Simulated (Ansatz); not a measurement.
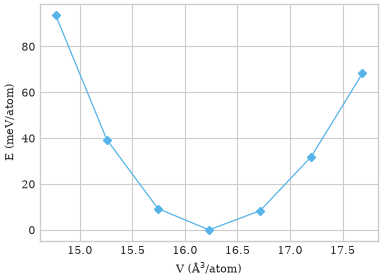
Fig. 1. Nb5Si3 in space group P6_3/mcm (No. 193; Nb on 6g, Si on 6g, Nb on 4d) under volume change, plane-wave PAW r²SCAN (Ansatz code), shape and atoms relaxed at each volume.

Task: What does a third-order Birch–Murnaghan fit give for V₀, B₀ and B′?

Result: V₀ = 16.23 Å³/atom, B₀ = 194 GPa, B′ = 4.3.

The workflow started from an entry of the Crystallography Open Database (COD), which files this formula under 2 space groups. Whether it is the stable phase at ambient conditions was not checked. The r²SCAN relaxation kept the symmetry of its start; its stability against distortions is not shown here. The run is not spin-polarised.

Potentials: the later of the program's two PAW sets.
